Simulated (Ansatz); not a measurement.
# A workflow on C2H4B2N2 (SMILES BC#N.BC#N)

Aim: a series of 15 runs (PBEsol/def2-TZVPD, HF/def2-TZVPD, PBEsol-D4/def2-TZVPD) of C2H4B2N2 and its partners. 

The results are computed with Ansatz 0.2.0.

## Step 1: The structure to begin with

The species is C2H4B2N2 (10 atoms), meant as a singlet with charge 0. SMILES: `BC#N.BC#N`.

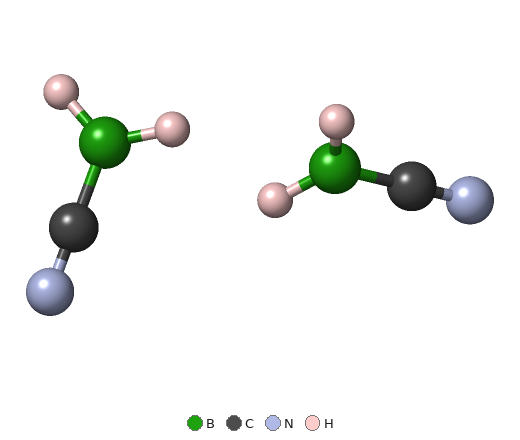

The structure, seen from a chosen angle (boron green, carbon dark grey, nitrogen light blue, hydrogen pink).

## Step 2: A single-point energy at PBEsol/def2-TZVPD (run 1)

in.yaml reads:

```yaml
basis:
  gaussian: {orbitals: def2-TZVPD}
crystal:
  periodic: [false, false, false]
  atoms:
    - {symbol: B, position_ang: [-0.229160, 0.456020, -0.333640]}
    - {symbol: C, position_ang: [0.342740, -0.681980, 0.498960]}
    - {symbol: "N", position_ang: [0.776540, -1.544880, 1.130460]}
    - {symbol: H, position_ang: [-0.754260, 0.202120, -1.369340]}
    - {symbol: H, position_ang: [-0.135860, 1.568720, 0.073560]}
    - {symbol: B, position_ang: [1.713380, 3.602110, 0.886050]}
    - {symbol: C, position_ang: [2.918330, 4.529940, 0.936840]}
    - {symbol: N, position_ang: [3.832010, 5.233700, 0.975320]}
    - {symbol: H, position_ang: [1.889090, 2.443000, 0.689920]}
    - {symbol: H, position_ang: [0.628330, 4.060760, 1.043930]}
hamiltonian: {xc: pbesol}
```

Run with:

```console
$ ansatz run in.yaml --threads 1 --pin off --max-ram 2610MiB --events-out events.jsonl --progress --plain --runs-dir runs
```

Log:

```text
Warning: RAYON_NUM_THREADS=1 ignored (pool sized by the plan → 1); use --threads N
Functional definition: PBEsol
  name "PBEsol"
  exchange = pbesol_x
  correlation = pbesol_c
1240 factors; their error is unknown
mean field evaluation 1: about -6426.3620 eV, gradient 6.1e1 eV
mean field evaluation 2: about -6402.7740 eV, gradient 1.1e2 eV
mean field evaluation 4: about -6434.6153 eV, gradient 1.1e1 eV
mean field evaluation 8: about -6434.9511 eV, gradient 2.0e-1 eV
mean field evaluation 16: about -6434.9265 eV, gradient 3.3e-4 eV
mean field -6434.92646969 eV, -236.4791860114 hartree, gradient 4.1e-5 eV, S^2 0.000000; 0 other end points of the search recorded, 0 dependent functions left out
reference -6434.92653306 eV, -236.4791883399 hartree; 20, 20 occupied and 238, 238 virtual orbitals, 1240 factors
Total energy: -6434.92653306 eV, -236.4791883399 hartree
```

Run time: 14 s. Hardware: 1 thread of Intel Xeon at 2.50GHz (Skylake/Cascade Lake), shared host; peak memory 0.29 GiB.

## Step 3: CH2BN: a single-point energy at PBEsol/def2-TZVPD (run 2)

in.yaml reads:

```yaml
basis:
  gaussian:
    orbitals: def2-TZVPD
crystal:
  periodic: [false, false, false]
  atoms:
    - {symbol: B, position_ang: [-0.229160, 0.456020, -0.333640]}
    - {symbol: C, position_ang: [0.342740, -0.681980, 0.498960]}
    - {symbol: N, position_ang: [0.776540, -1.544880, 1.130460]}
    - {symbol: H, position_ang: [-0.754260, 0.202120, -1.369340]}
    - {symbol: H, position_ang: [-0.135860, 1.568720, 0.073560]}
hamiltonian:
  xc: pbesol
total_charge: 0
```

Run with:

```console
$ ansatz run in.yaml --threads 1 --pin off --max-ram 2610MiB --events-out events.jsonl --progress --plain --runs-dir runs
```

Log:

```text
Warning: RAYON_NUM_THREADS=1 ignored (pool sized by the plan → 1); use --threads N
[... 4 set-up lines as earlier in the session ...]
620 factors; their error is unknown
mean field evaluation 1: about -3213.1541 eV, gradient 4.3e1 eV
mean field evaluation 2: about -3202.3817 eV, gradient 7.6e1 eV
mean field evaluation 4: about -3217.3372 eV, gradient 7.2e0 eV
mean field evaluation 8: about -3217.4776 eV, gradient 2.6e-1 eV
mean field -3217.47773418 eV, -118.2401258463 hartree, gradient 3.3e-5 eV, S^2 0.000000; 0 other end points of the search recorded, 0 dependent functions left out
reference -3217.47777525 eV, -118.2401273558 hartree; 10, 10 occupied and 119, 119 virtual orbitals, 620 factors
Total energy: -3217.47777525 eV, -118.2401273558 hartree
```

It took 3.6 s on 1 thread of Intel Xeon at 2.50GHz (Skylake/Cascade Lake), shared host; peak memory 0.11 GiB.

Run 3 isn't shown in full; the table further down has it.

## Step 4: CH2BN: a single-point energy at PBEsol/def2-TZVPD (run 4)

input.yaml reads:

```yaml
crystal:
  periodic: [false, false, false]
  atoms:
    - {symbol: B, position_ang: [1.713380, 3.602110, 0.886050]}
    - {symbol: C, position_ang: [2.918330, 4.529940, 0.936840]}
    - {symbol: "N", position_ang: [3.832010, 5.233700, 0.975320]}
    - {symbol: H, position_ang: [1.889090, 2.443000, 0.689920]}
    - {symbol: H, position_ang: [0.628330, 4.060760, 1.043930]}
basis:
  gaussian: {orbitals: def2-TZVPD}
hamiltonian: {xc: {name: PBEsol}}
```

Run with:

```console
$ ansatz run input.yaml --threads 1 --pin off --max-ram 2610MiB --events-out events.jsonl --progress --plain --runs-dir runs
```

Log:

```text
Warning: RAYON_NUM_THREADS=1 ignored (pool sized by the plan → 1); use --threads N
[... 4 set-up lines as earlier in the session ...]
620 factors; their error is unknown
mean field evaluation 1: about -3213.1555 eV, gradient 4.3e1 eV
mean field evaluation 2: about -3202.3815 eV, gradient 7.6e1 eV
mean field evaluation 4: about -3217.3373 eV, gradient 7.2e0 eV
mean field evaluation 8: about -3217.4776 eV, gradient 2.6e-1 eV
mean field -3217.47773381 eV, -118.2401258329 hartree, gradient 3.3e-5 eV, S^2 0.000000; 0 other end points of the search recorded, 0 dependent functions left out
reference -3217.47777489 eV, -118.2401273424 hartree; 10, 10 occupied and 119, 119 virtual orbitals, 620 factors
Total energy: -3217.47777489 eV, -118.2401273424 hartree
```

Wall time 3.3 s (1 thread of Intel Xeon at 2.50GHz (Skylake/Cascade Lake), shared host); peak memory 0.12 GiB.

Runs 5 to 14 aren't shown in full; the table further down has their settings and results.

## Step 5: CH2BN among ghost functions: a single-point energy at PBEsol-D4/def2-TZVPD (with ghost functions) (run 15)

run.yaml reads:

```yaml
crystal:
  periodic: [false, false, false]
  atoms:
    - {symbol: B, position_ang: [1.713380, 3.602110, 0.886050]}
    - {symbol: C, position_ang: [2.918330, 4.529940, 0.936840]}
    - {symbol: N, position_ang: [3.832010, 5.233700, 0.975320]}
    - {symbol: H, position_ang: [1.889090, 2.443000, 0.689920]}
    - {symbol: H, position_ang: [0.628330, 4.060760, 1.043930]}
basis:
  gaussian:
    orbitals: def2-TZVPD
    ghost_atoms: [{symbol: B, position_ang: [-0.229160, 0.456020, -0.333640]}, {symbol: C, position_ang: [0.342740, -0.681980, 0.498960]}, {symbol: N, position_ang: [0.776540, -1.544880, 1.130460]}, {symbol: H, position_ang: [-0.754260, 0.202120, -1.369340]}, {symbol: H, position_ang: [-0.135860, 1.568720, 0.073560]}]
hamiltonian: {xc: pbesol, dispersion: d4}
```

Run with:

```console
$ ansatz run run.yaml --threads 1 --pin off --max-ram 2610MiB --events-out events.jsonl --progress --plain --runs-dir runs
```

Log:

```text
Warning: RAYON_NUM_THREADS=1 ignored (pool sized by the plan → 1); use --threads N
[... 4 set-up lines as earlier in the session ...]
1196 factors; their error is unknown
mean field evaluation 1: about -3213.1565 eV, gradient 4.3e1 eV
mean field evaluation 2: about -3202.3752 eV, gradient 7.6e1 eV
mean field evaluation 4: about -3217.3389 eV, gradient 7.2e0 eV
mean field evaluation 8: about -3217.4788 eV, gradient 2.5e-1 eV
mean field -3217.47888706 eV, -118.2401682141 hartree, gradient 3.2e-5 eV, S^2 0.000000; 0 other end points of the search recorded, 0 dependent functions left out
reference -3217.47892975 eV, -118.2401697826 hartree; 10, 10 occupied and 248, 248 virtual orbitals, 1196 factors
Total energy: -3217.49564997 eV, -118.2407842396 hartree
```

It took 11 s on 1 thread of Intel Xeon at 2.50GHz (Skylake/Cascade Lake), shared host; peak memory 0.28 GiB.

## Step 6: All runs side by side

| run | level | fragment atoms | contact | partner | energy (Eh) | wall time |
| --- | --- | --- | --- | --- | --- | --- |
| 1 | PBEsol/def2-TZVPD | – | – | base | -236.479188 | 14 s |
| 2 | PBEsol/def2-TZVPD | (1, 2, 3, 4, 5) | base | fragment | -118.240127 | 3.6 s |
| 3 | PBEsol/def2-TZVPD (with ghost functions) | (1, 2, 3, 4, 5) | base | fragment with ghosts | -118.240154 | 11 s |
| 4 | PBEsol/def2-TZVPD | (6, 7, 8, 9, 10) | base | fragment | -118.240127 | 3.3 s |
| 5 | PBEsol/def2-TZVPD (with ghost functions) | (6, 7, 8, 9, 10) | base | fragment with ghosts | -118.240170 | 11 s |
| 6 | HF/def2-TZVPD | – | – | base | -236.370812 | 9.3 s |
| 7 | HF/def2-TZVPD | (1, 2, 3, 4, 5) | base | fragment | -118.187216 | 1.8 s |
| 8 | HF/def2-TZVPD (with ghost functions) | (1, 2, 3, 4, 5) | base | fragment with ghosts | -118.187228 | 6.9 s |
| 9 | HF/def2-TZVPD | (6, 7, 8, 9, 10) | base | fragment | -118.187217 | 1.7 s |
| 10 | HF/def2-TZVPD (with ghost functions) | (6, 7, 8, 9, 10) | base | fragment with ghosts | -118.187228 | 6.9 s |
| 11 | PBEsol-D4/def2-TZVPD | – | – | base | -236.480959 | 14 s |
| 12 | PBEsol-D4/def2-TZVPD | (1, 2, 3, 4, 5) | base | fragment | -118.240742 | 3.3 s |
| 13 | PBEsol-D4/def2-TZVPD (with ghost functions) | (1, 2, 3, 4, 5) | base | fragment with ghosts | -118.240768 | 11 s |
| 14 | PBEsol-D4/def2-TZVPD | (6, 7, 8, 9, 10) | base | fragment | -118.240742 | 3.6 s |
| 15 | PBEsol-D4/def2-TZVPD (with ghost functions) | (6, 7, 8, 9, 10) | base | fragment with ghosts | -118.240784 | 11 s |

## Step 7: Summary of results

| quantity | value |
| --- | --- |
| CH2BN among ghost functions, run 15: total energy | -118.24078 Eh |
| CH2BN among ghost functions, run 15: dispersion energy | -1.61 kJ/mol |
| interaction energy of the rigid parts CH2BN and CH2BN (parts in the whole basis, counterpoise; closest atoms 2.29 Å apart), PBEsol/def2-TZVPD | 0.031 eV |
| interaction energy of the rigid parts CH2BN and CH2BN (parts in their own basis; closest atoms 2.29 Å apart), PBEsol/def2-TZVPD | 0.029 eV |
| interaction energy of the rigid parts CH2BN and CH2BN (parts in their own basis; closest atoms 2.29 Å apart), HF/def2-TZVPD | 0.099 eV |
| interaction energy of the rigid parts CH2BN and CH2BN (parts in the whole basis, counterpoise; closest atoms 2.29 Å apart), HF/def2-TZVPD | 0.099 eV |
| interaction energy of the rigid parts CH2BN and CH2BN (parts in their own basis; closest atoms 2.29 Å apart), PBEsol-D4/def2-TZVPD | 0.014 eV |
| interaction energy of the rigid parts CH2BN and CH2BN (parts in the whole basis, counterpoise; closest atoms 2.29 Å apart), PBEsol-D4/def2-TZVPD | 0.016 eV |

At PBEsol/def2-TZVPD: the interaction energy of the rigid parts CH2BN and CH2BN (parts in the whole basis, counterpoise; closest atoms 2.29 Å apart) is 0.03 eV (3.0 kJ/mol): the parts repel at this shape. The basis-set superposition error is 0.2 kJ/mol. At PBEsol/def2-TZVPD: the interaction energy of the rigid parts CH2BN and CH2BN (parts in their own basis; closest atoms 2.29 Å apart) is 0.03 eV (2.8 kJ/mol): the parts repel at this shape. Without counterpoise this holds the superposition error of the basis. At HF/def2-TZVPD: the interaction energy of the rigid parts CH2BN and CH2BN (parts in their own basis; closest atoms 2.29 Å apart) is 0.10 eV (2.3 kcal/mol): the parts repel at this shape. At HF/def2-TZVPD: the interaction energy of the rigid parts CH2BN and CH2BN (parts in the whole basis, counterpoise; closest atoms 2.29 Å apart) is 0.10 eV (9.6 kJ/mol): the parts repel at this shape. The basis-set superposition error is 0.1 kJ/mol. All runs together took 1.9 min, the longest 14 s.
